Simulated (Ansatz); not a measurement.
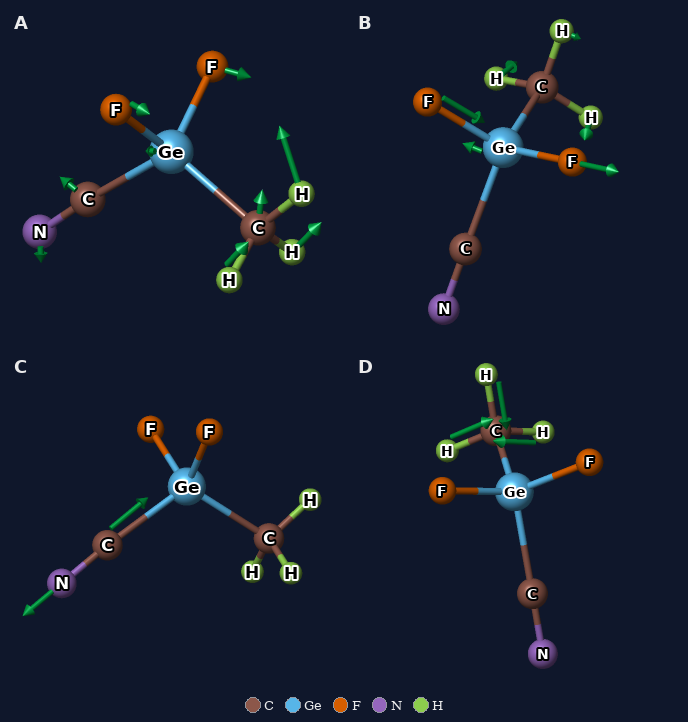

4 normal modes of one molecule or complex, as arrows. Harmonic vibrations computed with RKS PBE0-D4/def2-TZVP (Ansatz 0.2.0) at a stationary point of the same level.

Match the panels to the wavenumbers 216 cm⁻¹, 743 cm⁻¹, 2344 cm⁻¹, 3076 cm⁻¹.

Answer. A: 216 cm⁻¹, C–Ge–F bending
B: 743 cm⁻¹, out-of-phase stretching of 2 Ge–F bonds
C: 2344 cm⁻¹, C–N stretching
D: 3076 cm⁻¹, in-phase stretching of 3 C–H bonds
